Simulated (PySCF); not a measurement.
CH₇Si (SMILES C[SiH4-]) (charge −1)

```xyz
9

C     1.1259   -0.2185    0.0931
Si   -0.7986    0.1619   -0.0870
H     1.3066   -1.2793    0.3144
H     1.6254    0.0072   -0.8595
H     1.5897    0.4125    0.8636
H    -1.3496   -0.1924    1.2778
H    -2.1257    0.6168   -0.8007
H    -0.4440    1.7002    0.0746
H    -0.9297   -1.2084   -0.8764
```

Geometry: PBE0-D3(BJ)/def2-TZVP; a saddle point, not a minimum.

The calculation used PBE0/pcSseg-1, SCF density, gas phase, non-relativistic in PySCF.

What can the converged electron density and electron localisation function tell about the bonding?

C–Si (1.97 Å): ρ at the midpoint is about 0.81 e/Å³; the ELF peaks at about 0.95 between the atoms (a shared electron pair).
C–H (1.10 Å): ρ is about 1.8 e/Å³ halfway; the ELF climbs to about 1 towards the hydrogen, as it does in any bond to H; an ordinary covalent bond to hydrogen.
Si–H (1.51 Å): ρ at the midpoint is about 0.7 e/Å³; the ELF climbs to about 1 towards the hydrogen.

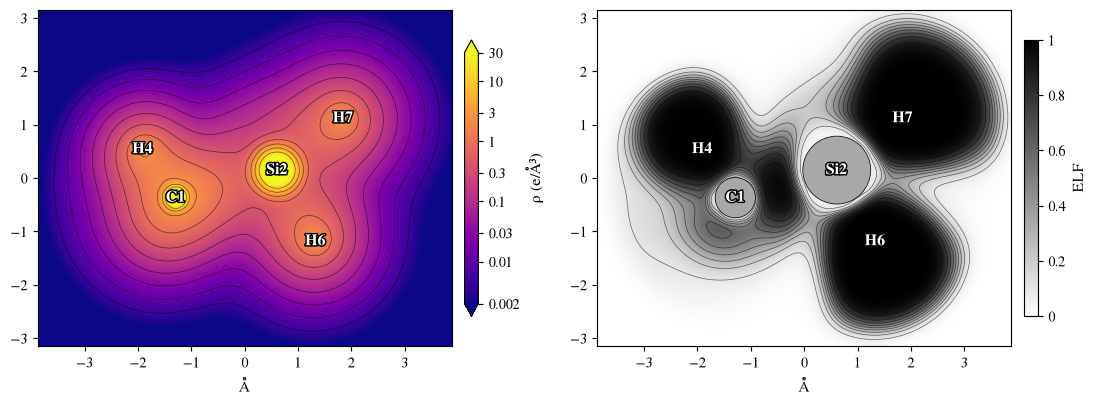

Computed electron density and electron localisation function on the plane of atoms Si2, C1 and H4, in this order. Grey discs cover the atomic cores in the ELF map. 
